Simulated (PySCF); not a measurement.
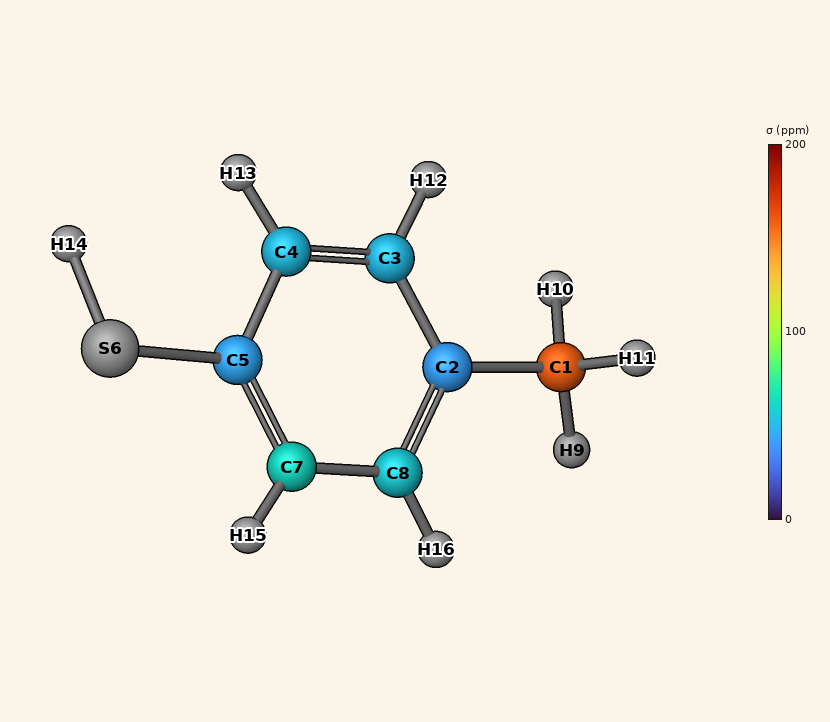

Atoms are coloured by their isotropic NMR shieldings (C only, the others grey). Geometry: a frame of a GFN2-xTB molecular-dynamics simulation, not a minimum. Level of theory: GIAO PBE0/pcSseg-1 NMR shielding, non-relativistic, gas phase (PySCF 2.14.0).

**Which C atom is the most shielded (lowest chemical shift)?**

C1 (158.5 ppm).

**Which C atom is the least shielded (highest chemical shift)?**

C2 (42.8 ppm).

**How wide is the range of C shifts?**

115.7 ppm.

List the isotropic NMR shieldings of the C atoms.

```csv
atom,σ (ppm)
C1,158.5
C2,42.8
C3,51.1
C4,52.3
C5,44.6
C7,62.4
C8,57.0
```
